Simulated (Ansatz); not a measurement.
The relaxed structure here is a generated cell of HfO2: the first start was made by a random draw of sites in a space group, and the end was not matched to a known phase here, so it may be hypothetical. Known forms of HfO2 include space group No. 14, 29, 137, 225.

The end point of a relaxation of HfO₂. Space group P-4m2 (No. 115). All values below come from PBE (plane waves to 420 eV, PAW, scalar-relativistic; Ansatz, a program for electronic structure).

```cif
data_Hf3O6
_chemical_formula_sum 'Hf3 O6'
_space_group_name_H-M_alt 'P 1'
_space_group_IT_number 1
_cell_length_a 4.52333
_cell_length_b 4.52333
_cell_length_c 6.47198
_cell_angle_alpha 90.000
_cell_angle_beta 90.000
_cell_angle_gamma 90.000
loop_
_space_group_symop_operation_xyz
  'x, y, z'
loop_
_atom_site_label
_atom_site_type_symbol
_atom_site_fract_x
_atom_site_fract_y
_atom_site_fract_z
_atom_site_occupancy
Hf1 Hf 0.50000 0.50000 0.00000 1
Hf2 Hf 0.00000 0.00000 0.50000 1
Hf3 Hf 0.50000 0.50000 0.50000 1
O1 O 0.23475 0.50000 0.76475 1
O2 O 0.76525 0.50000 0.76475 1
O3 O 0.50000 0.76525 0.23525 1
O4 O 0.50000 0.23475 0.23525 1
O5 O 0.00000 0.50000 0.41304 1
O6 O 0.50000 0.00000 0.58696 1
```

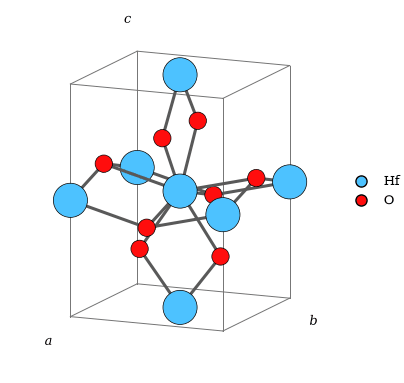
Figure: The conventional cell of the relaxed structure

For HfO2, the volume per atom comes out as 14.71 Å³. The band gap is zero (metallic) and the shortest distances comes out as Hf–O 1.94 Å; O–O 2.12 Å; Hf–Hf 3.20 Å. The k-mesh is 10×10×7.

Band energies at high-symmetry points (eV from the Fermi level; labels of this space group; no spin-orbit coupling), from −5 eV up to 4.3 eV:

```csv
point,energies
Γ,-4.79 -4.79 -4.43 -3.77 -3.77 -3.68 -2.97 -2.91 -2.91 -2.21 -2.09 -0.59 0.02 0.02 0.10 1.68 1.71 1.71 2.71 2.91 2.96 4.29
X,-4.87 -4.60 -3.97 -3.76 -3.48 -3.41 -2.45 -2.30 -2.23 -2.16 -1.92 0.11 0.28 1.06 1.29 1.40 2.43 2.93 2.96 4.11 4.13
M,-4.22 -4.22 -3.81 -3.60 -3.47 -3.47 -3.33 -3.08 -3.06 -1.74 -1.74 -0.99 0.45 1.38 1.38 1.99 2.61 4.03
Z,-4.93 -4.85 -4.81 -4.81 -3.80 -3.80 -3.35 -3.00 -2.79 -2.74 -2.62 -2.62 -0.07 0.03 0.03 0.66 1.63 1.63 1.86 2.41 2.91 3.52 4.23
R,-4.79 -4.25 -3.86 -3.69 -3.58 -3.48 -2.83 -2.56 -2.21 -2.04 -1.83 0.05 0.48 1.12 1.33 1.37 2.99 3.04 3.24 3.89 4.12
A,-4.06 -3.67 -3.65 -3.65 -3.17 -2.96 -2.96 -2.92 -2.67 -2.28 -2.28 -1.55 0.55 1.29 1.29 2.03 3.17 3.66 4.33
```

No spin polarisation in the result. The d or f electrons are treated with no Hubbard U.

The run could not lose the symmetry of its start, so the end can be a saddle point.
